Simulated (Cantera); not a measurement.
Input: 1 mol Cr2O3, 4 mol H2, 0.42 mol N2, equilibrated at 1.35 Torr.

Equilibrium computed with Cantera from the NASA thermochemical tables; the gas is ideal and each condensed phase is pure. Candidate condensed phases: Cr, CrN, Cr2N, Cr2O3, H2O; 29 gas species. Mutual solubility and eutectic melting of coexisting phases are not modelled. Rates play no part.

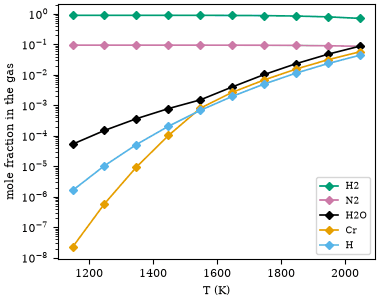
Fig. 1. Equilibrium gas composition (values under 1e-9 drawn at 1e-9)

Task: Read off the mole fractions at 1248 K.

Result: H2 about 0.90, N2 about 0.095, H2O about 0.00015, H about 1.0e-5, Cr about 5.9e-7.
